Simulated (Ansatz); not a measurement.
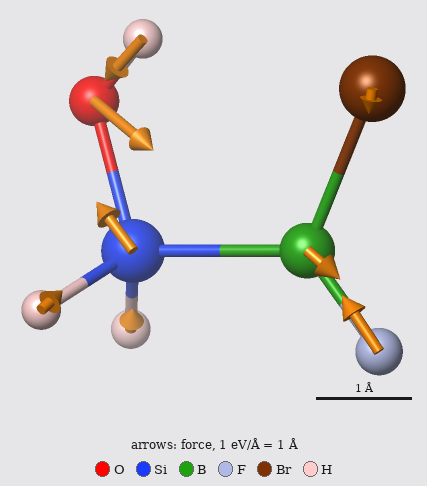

Starting geometry of BSiH3OBrF with the computed forces as orange arrows. The picture is a ball-and-stick view, seen at a tilt.

The start comes from PBE-D4/def2-SVP.

The calculation used Ansatz, RKS PBE0-D4/def2-TZVP. Settings: force threshold 0.005 eV/Å; at most 150 steps.

### What follows when this structure is relaxed?

It isn't relaxed: the largest force vector, on the O atom, is 1.05 eV/Å. The final displacements have little in common with the starting forces (cosine between the two patterns 0.29). After 10 accepted moves (11 points after the start) the energy has fallen by 4.41 kJ/mol. The largest force component goes from 1 to 0.0049 eV/Å. The line search rejected the trial step at point 9 of the run. The atom that moves furthest after the best rigid fit is the Br atom (0.11 Å). By element the largest moves are Br 0.11 Å, H 0.09 Å, F 0.08 Å, O 0.04 Å, Si 0.02 Å, B 0.01 Å. Among the contacts that change: O–Si 1.685 → 1.646 Å, H–Si 1.512 → 1.491 Å, H–O 0.976 → 0.960 Å, B–Br 1.948 → 1.933 Å. Among the angles between lasting bonds that change: Si–O–H 112.5° → 116.4°.
